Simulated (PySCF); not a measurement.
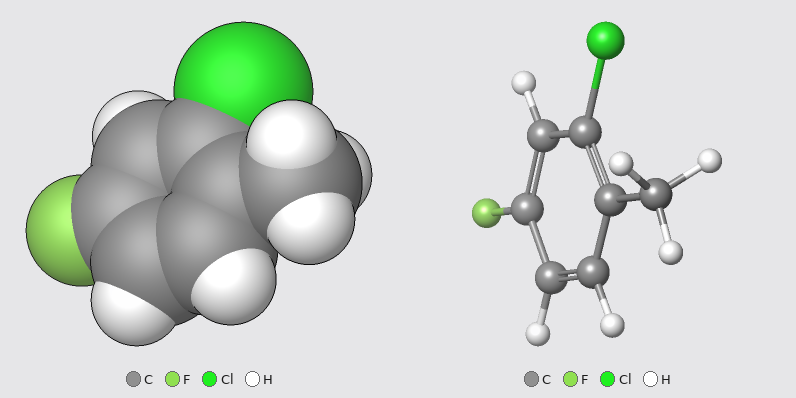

Both panels show the same species.

The geometry was computed by an optimisation with GFN2-xTB. No frequency run is at hand to confirm it as a minimum.

Description:

The molecule is C7H6ClF. Its SMILES string is `Cc1ccc(F)cc1Cl`. Independent rings (smallest set): 1 of 6 members, 1 of them aromatic. Among its groups: C–F bond, C–Cl bond. The point group is Cs. Coordination: 1 C tetrahedral; 6 C trigonal planar.

More results for the same structure follow; atom numbers are the same in all pictures, views and colours differ.

### Geometry

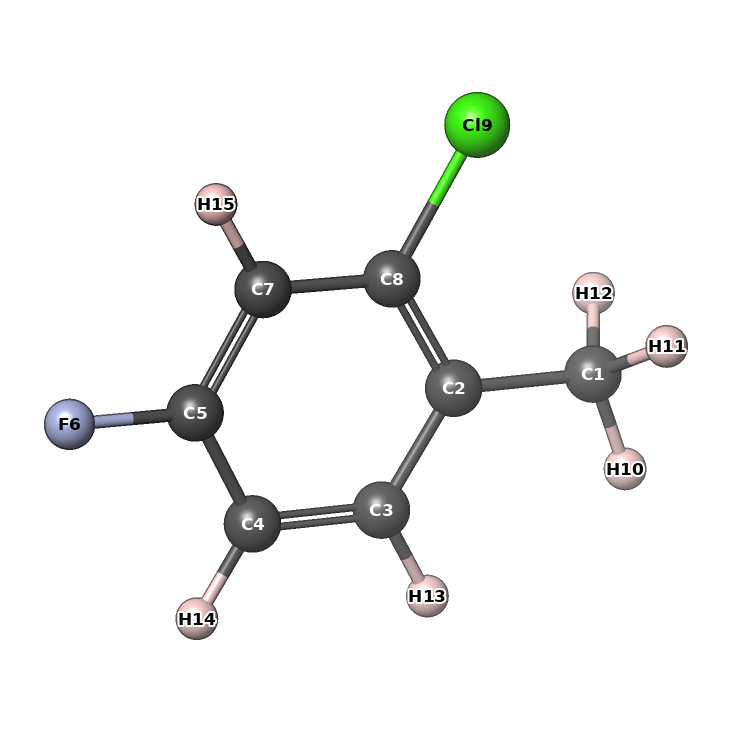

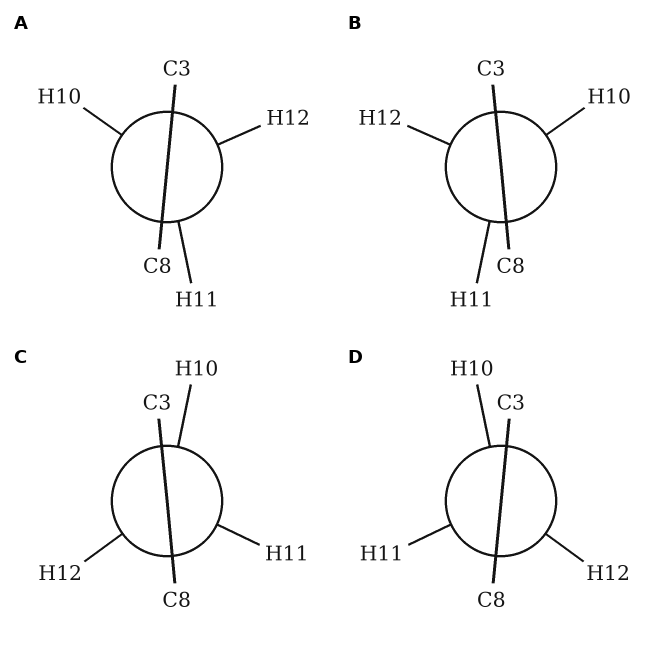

Atoms fade into the background with distance from the viewer. Bonds that would overlap in a projection are set slightly apart. No frequency run is at hand to confirm it as a minimum.

Which Newman projection shows the view along C2–C1, with C2 in front?

Answer. D. The torsion angle C3–C2–C1–H10 is 0°, synperiplanar (eclipsed).

### NMR shielding

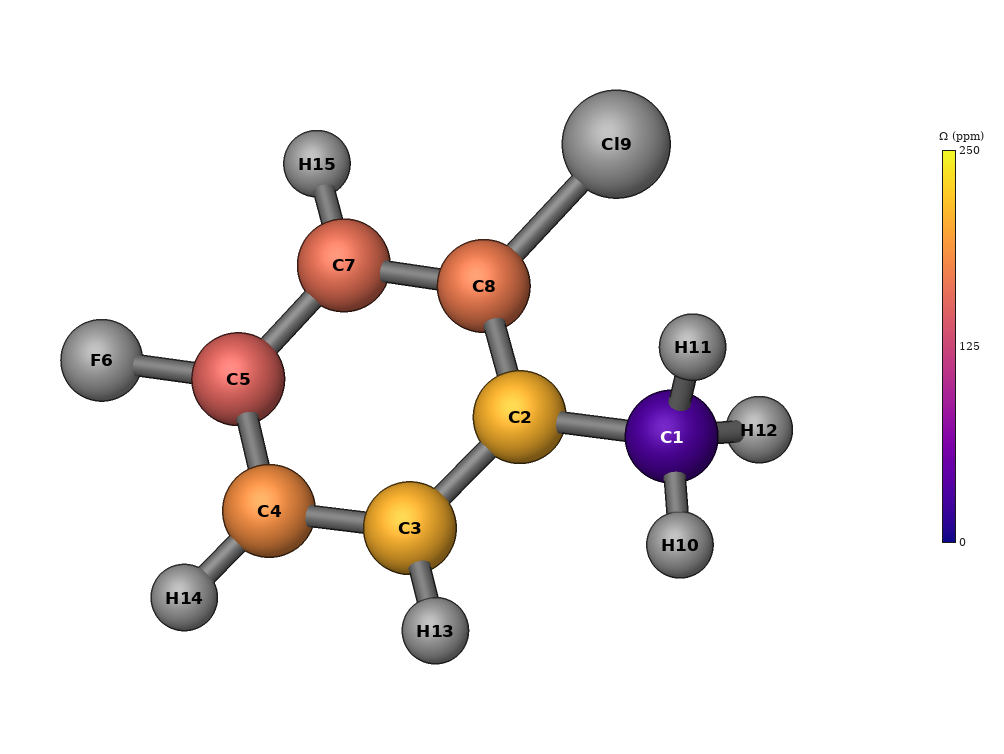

The C atoms are coloured by the span of their shielding tensor. No frequency run is at hand to confirm it as a minimum. Level of theory: GIAO PBE0/pcSseg-1 NMR shielding, non-relativistic, gas phase (PySCF 2.14.0). Principal shieldings σ11 ≤ σ22 ≤ σ33, span Ω = σ33 − σ11, skew κ = 3(σiso − σ22)/Ω.

Give the shielding tensors of the C atoms.

```
atom    σ11    σ22    σ33   σiso      Ω      κ
  C1  149.4  159.4  182.7  163.8   33.3   0.40
  C2  −40.8   20.4  168.2   49.3  209.0   0.41
  C3  −50.1   43.9  158.2   50.7  208.3   0.10
  C4  −16.8   51.9  167.3   67.5  184.1   0.25
  C5  −68.1   31.2   84.0   15.7  152.1  −0.31
  C7  −12.9   55.9  149.1   64.0  162.0   0.15
  C8  −51.8   55.5  117.8   40.5  169.6  −0.27
```

Shieldings and span in ppm.

### Charges

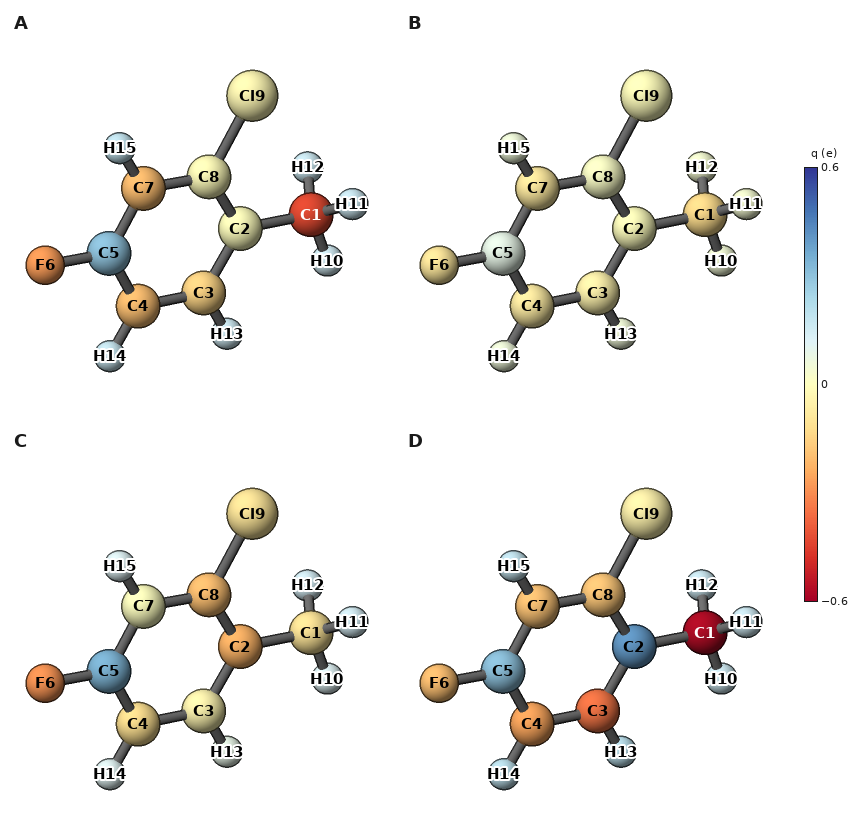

Atomic charges of one calculation by 4 schemes, on one colour scale. No frequency run is at hand to confirm it as a minimum. Method: PBE0/pcSseg-1 (PySCF 2.14.0).

The schemes are ESP-fitted, Hirshfeld, IAO, Mulliken. Which panel shows which?

Answer. A IAO, B Hirshfeld, C Mulliken, D ESP-fitted.

List the charges (e), one line for each set of equivalent atoms.

```
    atom    IAO  Hirshfeld  Mulliken  ESP-fitted
      C1  −0.43      −0.12     −0.09       −0.57
      C2   0.00       0.00     −0.22        0.40
      C3  −0.14      −0.04     −0.04       −0.34
      C4  −0.20      −0.07     −0.11       −0.25
      C5   0.30       0.09      0.33        0.30
      F6  −0.27      −0.08     −0.28       −0.19
      C7  −0.20      −0.08      0.00       −0.18
      C8  −0.01       0.02     −0.20       −0.17
     Cl9  −0.03      −0.01     −0.09       −0.04
     H10   0.15       0.05      0.12        0.16
H11, H12   0.16       0.04      0.14        0.16
     H13   0.16       0.06      0.09        0.20
     H14   0.17       0.06      0.11        0.19
     H15   0.18       0.06      0.11        0.18
```

### Excitation

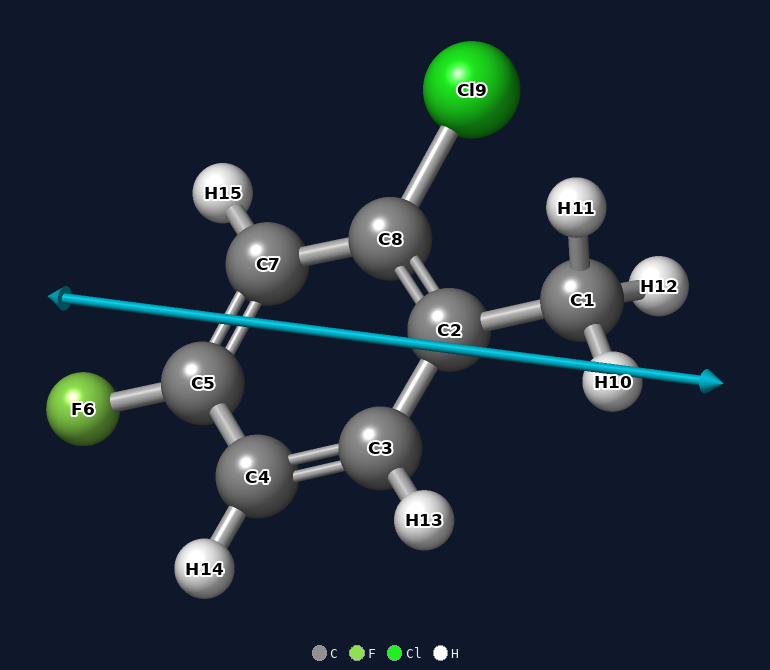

The double arrow shows the direction of the transition dipole to excited singlet state 4 (its length means nothing). No frequency run is at hand to confirm it as a minimum. Method: TDDFT PBE0/def2-SVPD, vertical, gas phase, core orbitals frozen in the response (PySCF 2.14.0).

How is the transition polarised?

Answer. Close to the long direction C1···F6.

Give its energy, strength and character.

Answer. 6.66 eV (186 nm), oscillator strength 0.42, of mixed character, with the largest part HOMO−1 → LUMO (weight 0.48); transition dipole 4.06 D.

### Ring current

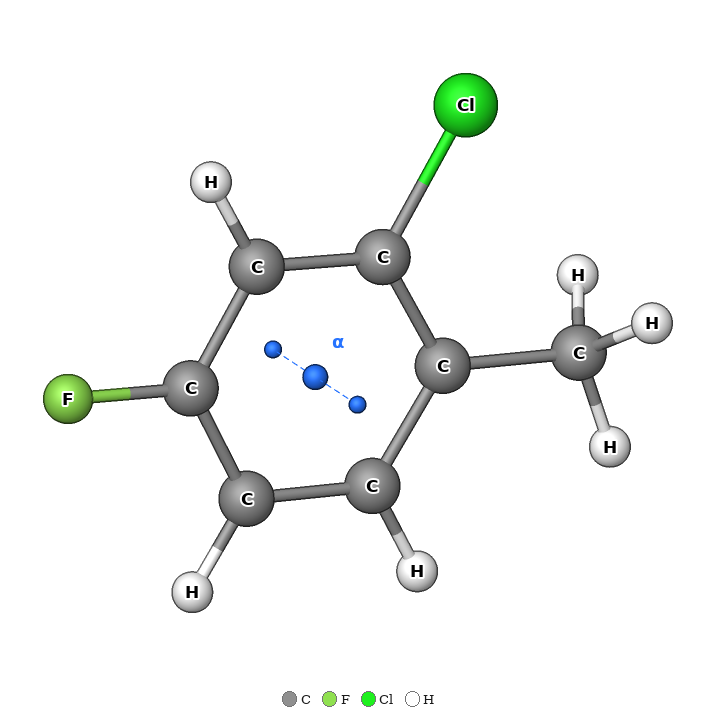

The small points mark where nucleus-independent chemical shifts (NICS) were computed: at the centre of each lettered ring and 1 Å above and below it. No frequency run is at hand to confirm it as a minimum. Level of theory: GIAO PBE0/pcSseg-1 NMR shielding, non-relativistic, gas phase (PySCF 2.14.0).

Give NICS(0), NICS(1) and the out-of-plane component NICS(1)zz for each ring (means of the two sides).

```csv
ring,members,NICS(0),NICS(1),NICS(1)zz
α,C6,−10.7,−11.2,−26.3
```

Values in ppm.

What do the values say about the ring currents?

Answer. Ring α: diatropic, as in an aromatic ring. NICS is one index among several.

Mulliken values depend strongly on the basis set and can even reverse the polarity of a bond.
